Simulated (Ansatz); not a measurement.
Bands of a (6,3) carbon nanotube, along its axis.

Level of theory: PBE (plane waves to 420 eV, PAW; Ansatz, a first-principles code). Mesh 1×1×6. No spin polarisation. It repeats along c; a and b span vacuum. An idealised model, rolled from the flat sheet. It keeps the symmetry and period of its start, so it need not be a minimum against all distortions.

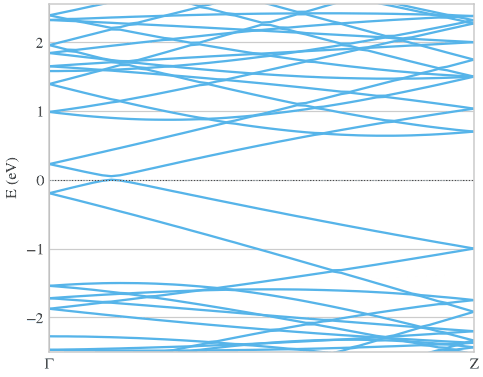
Fig. 1. Bands from the zone centre to the zone edge (period 11.30 Å); the dotted line marks the highest filled level

**Question.** Is it a metal or a semiconductor at this level? Give what the bands show.

**Answer.** A semiconductor in PBE.
```
Item                                   Value
-------  -----------------------------------
PBE gap  0.05 eV, direct at k = 0.073 × 2π/c
```
